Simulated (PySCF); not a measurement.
C4H11F3Si3

```
atom    x (Å)    y (Å)    z (Å)
   C   3.4524   0.3170   0.9437
  Si   1.5614   0.1853   1.1154
  Si   0.6301   0.5225  -0.9872
   C  -0.9105  -0.5668  -1.2663
   C  -0.7810  -1.6706  -1.9838
   F  -1.8072  -2.5155  -2.2312
  Si  -2.5995  -0.1335  -0.5657
   C  -2.2877   0.6474   1.1803
   F  -1.5226   1.7748   1.0861
   F  -1.5874  -0.2078   1.9816
   H   3.8455  -0.4375   0.2687
   H   3.7437   1.2882   0.5537
   H   3.9479   0.1882   1.9012
   H   1.2555  -1.1466   1.6625
   H   1.1474   1.1874   2.1021
   H   1.5317   0.1572  -2.0975
   H   0.1728   1.8847  -1.2923
   H   0.1262  -2.0313  -2.4490
   H  -3.4751  -1.2764  -0.3178
   H  -3.2592   0.9222  -1.3385
   H  -3.1933   0.9281   1.7335
```

Geometry: GFN2-xTB.

These are results of PBE0/pcSseg-1, SCF density, gas phase, non-relativistic (PySCF), not measurements.

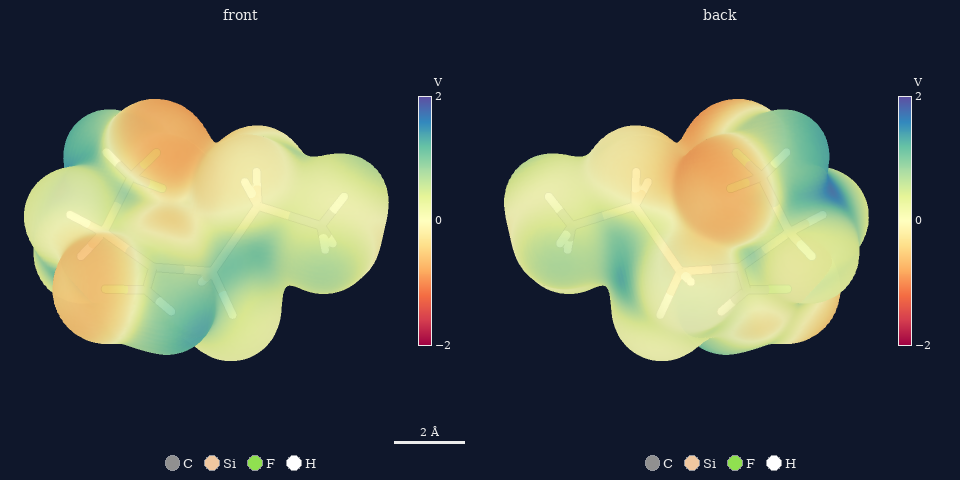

Figure 1. The electrostatic potential painted on the density surface at 0.002 e/bohr³, seen from the front and from behind; the colour scale runs from red (negative) to blue (positive).

### Which sites attract a positive test charge, and which a negative one?

A positive charge is drawn to the negative regions and a negative charge to the positive ones. The most negative region (about −0.8 V, or −18 kcal/mol for a unit charge) lies over F9 and F10, the most positive (about +1.5 V, or +35 kcal/mol for a unit charge) over Si7.

### What dipole moment does the calculation give?

Its dipole moment is 0.64 D.

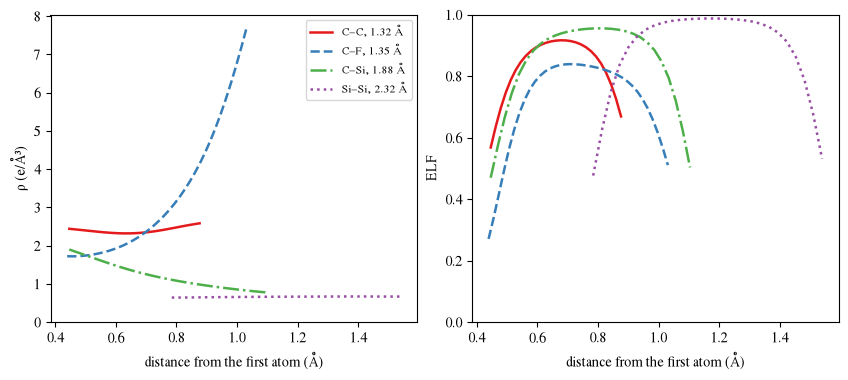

Figure 2. Electron density and electron localisation function along straight lines between neighbouring atoms. The curves leave out the atomic cores.

### Compare the contacts.

C–C (1.32 Å): the density is about 2.3 e/Å³ at the midpoint; the ELF peaks at about 0.90 between the atoms (a multiple bond).
C–F (1.35 Å): ρ at the midpoint is about 2.2 e/Å³, with its minimum of 1.7 e/Å³ about 0.5 Å from C; the ELF peaks at about 0.85 between the atoms, as expected for a polar covalent bond.
C–Si (1.88 Å): ρ at the midpoint is about 0.91 e/Å³; the ELF peaks at about 0.95 between the atoms: a shared electron pair.
Si–Si (2.32 Å): ρ is about 0.67 e/Å³ halfway; the ELF peaks at about 1 between the atoms: a covalent bond.
